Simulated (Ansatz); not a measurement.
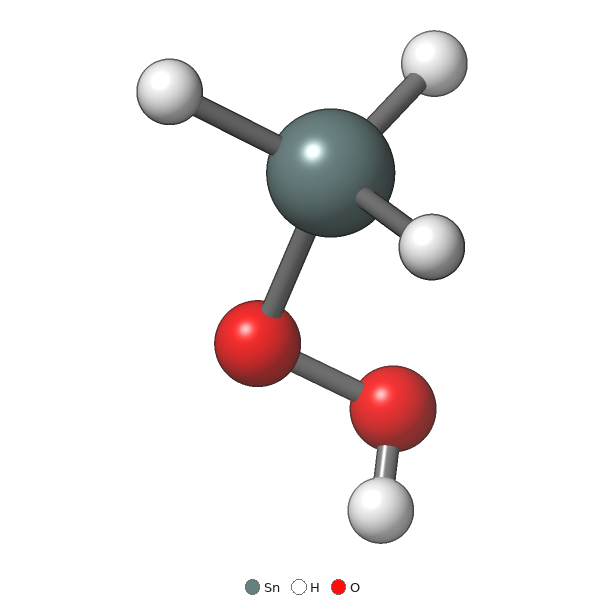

The picture shows a molecular structure as a ball-and-stick model. Every bond is drawn as one stick, whatever its order.

> Count the atoms of each element.

H₄O₂Sn, 7 atoms: 4 hydrogen, 2 oxygen and 1 tin.

> Which point group does it belong to?

C1.

More results for the same structure follow; atom numbers are the same in all pictures, views and colours differ. The geometry was computed by an optimisation with PBE0-D4/def2-TZVP.

**Geometry**

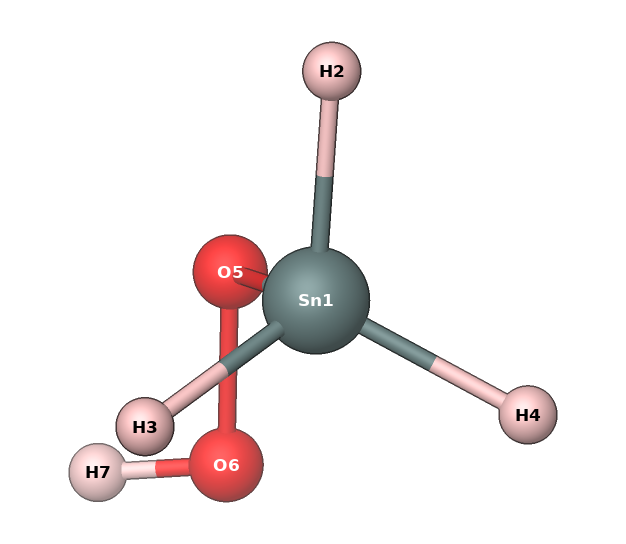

O5 lies behind Sn1. The molecule seen a little off the Sn1–O5 bond, Sn1 in front. Atoms fade into the background with distance from the viewer.

> What is the torsion angle H2–Sn1–O5–O6? The sign is positive where the front bond must turn clockwise to cover the back bond.

177°, antiperiplanar (anti).

**Electronic properties**

Method: RKS r2SCAN0-D4/def2-TZVPP, core potentials on Sn (Ansatz 0.2.0).

> Estimate the dispersion correction.

−2.7 kJ/mol.

**Vibrations**

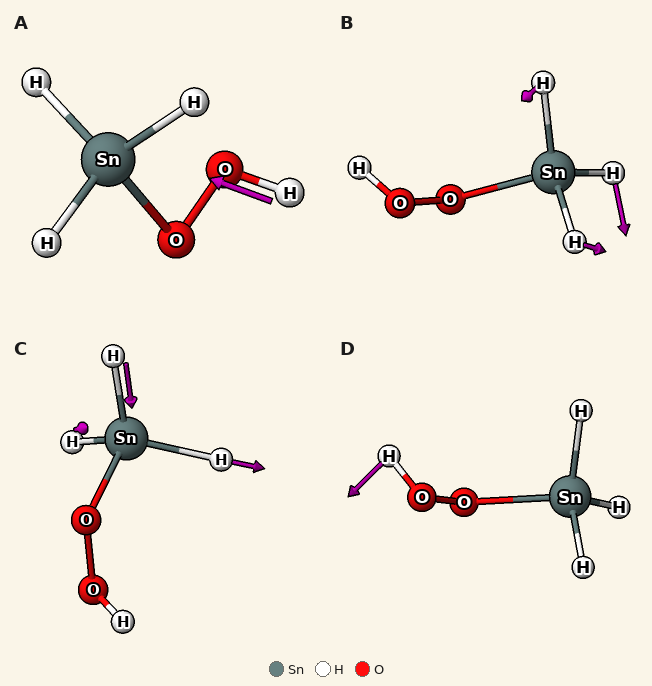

4 normal modes of one molecule or complex, as arrows. Harmonic vibrations computed with RKS PBE0-D4/def2-TZVP, core potentials on Sn (Ansatz 0.2.0) at a stationary point of the same level.

> Match the panels to the wavenumbers 241 cm⁻¹, 694 cm⁻¹, 1968 cm⁻¹, 3816 cm⁻¹.

A: 3816 cm⁻¹, O–H stretching
B: 694 cm⁻¹, H–Sn–H bending
C: 1968 cm⁻¹, out-of-phase stretching of 3 Sn–H bonds
D: 241 cm⁻¹, a torsion or out-of-plane motion in which bond lengths and bond angles hardly change

**Thermal motion**

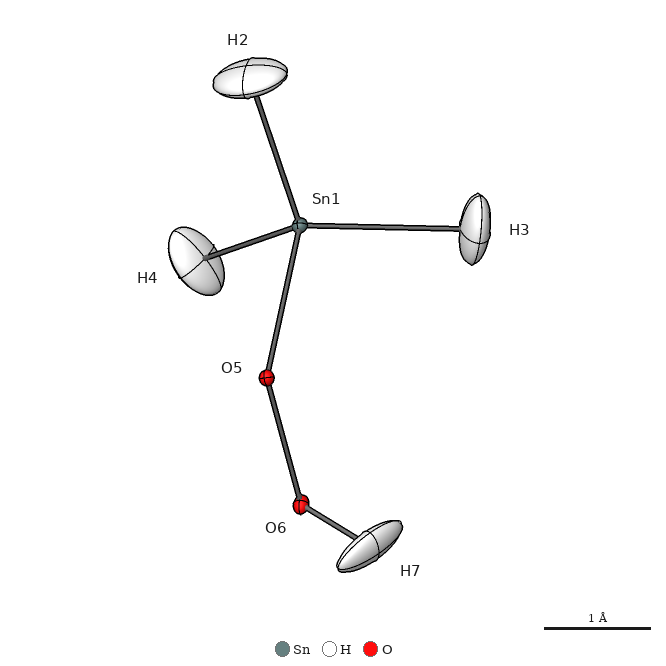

Displacement ellipsoids at the 50 % level, from the internal vibrations of the free molecule (harmonic, no overall translation or rotation; no half-axis is drawn under 0.075 Å). Vibrations computed with RKS PBE0-D4/def2-TZVP, core potentials on Sn (Ansatz 0.2.0). Temperature: 100 K.

> Which atom has the largest mean-square displacement?

H2, with U_eq = 0.0327 Å².

> Does H7 move more along its bond or across it?

Across it: the root-mean-square amplitude is 0.082 Å along the bond and up to 0.270 Å across, since bending and torsion are softer than stretching.

List U_eq and the three principal root-mean-square amplitudes for each kind of atom.

```json
{"atom": "Sn1", "U_eq (Å²)": "0.00005", "rms amplitudes (Å)": "0.003, 0.004, 0.011"}
{"atom": "H2", "U_eq (Å²)": "0.0327", "rms amplitudes (Å)": "0.092, 0.180, 0.239"}
{"atom": "H3", "U_eq (Å²)": "0.0309", "rms amplitudes (Å)": "0.092, 0.169, 0.235"}
{"atom": "H4", "U_eq (Å²)": "0.0310", "rms amplitudes (Å)": "0.092, 0.169, 0.237"}
{"atom": "O5", "U_eq (Å²)": "0.0018", "rms amplitudes (Å)": "0.036, 0.043, 0.048"}
{"atom": "O6", "U_eq (Å²)": "0.0022", "rms amplitudes (Å)": "0.024, 0.040, 0.067"}
{"atom": "H7", "U_eq (Å²)": "0.0313", "rms amplitudes (Å)": "0.080, 0.121, 0.270"}
```

**Charges**

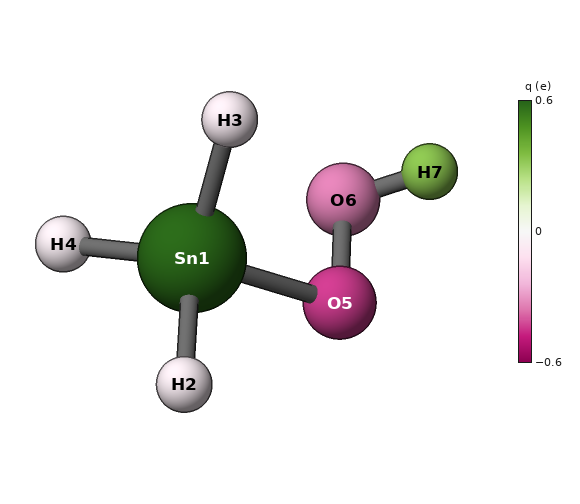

Atoms are coloured by their Mulliken charges. Method: RKS PBE0-D4/def2-TZVP, core potentials on Sn (Ansatz 0.2.0).

Give the Mulliken charges atom by atom.

```tsv
atom	value (e)
Sn1	0.58
H2	−0.05
H3	−0.05
H4	−0.04
O5	−0.43
O6	−0.34
H7	0.33
```

Mulliken values depend strongly on the basis set and can even reverse the polarity of a bond.
